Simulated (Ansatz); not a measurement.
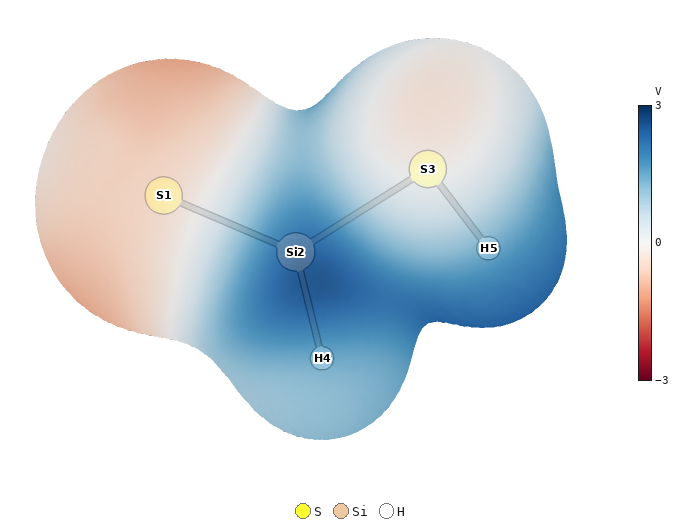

*H2S2Si (SMILES S=[SiH]S). The molecular electrostatic potential painted on the density surface at 0.004 e/bohr³, seen across its widest extent; the colour scale runs from red (negative) to blue (positive).*

Method: RKS B3LYP-D4/6-31G* (Ansatz 0.2.0).

```xyz
5

S    -1.8728    0.6380    0.7843
Si   -0.4973   -0.3279   -0.2126
S     1.5851    0.0877   -0.1330
H    -0.7081   -1.4635   -1.1458
H     1.9431   -0.8847   -1.0024
```

Q: Which sites attract a positive test charge, and which a negative one?

A: A positive charge is drawn to the negative regions and a negative charge to the positive ones. The most negative region (about −1.1 V) lies over S1, the most positive (about +2.6 V) over Si2.
